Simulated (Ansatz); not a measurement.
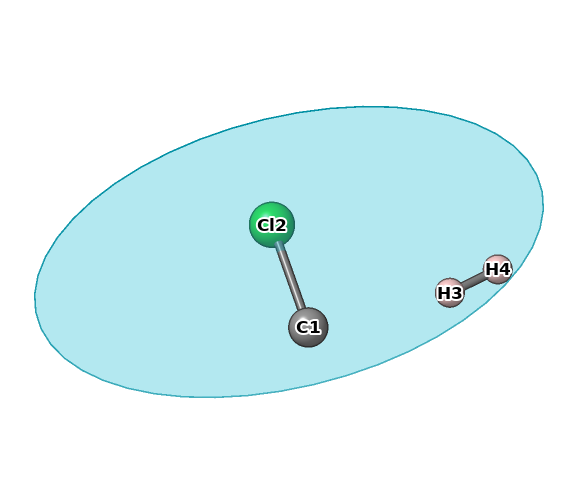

A disc through the centre of mass is drawn in. Distant atoms are faded towards the background colour. State: charge −1, singlet. Computed geometry: PBE0-D4/def2-TZVPD optimisation. No frequency run is at hand to confirm it as a minimum.

Is the plane of the disc a mirror plane of the structure?

No. The point group is Cs, with 1 mirror plane, and this plane isn't one of its mirror planes.
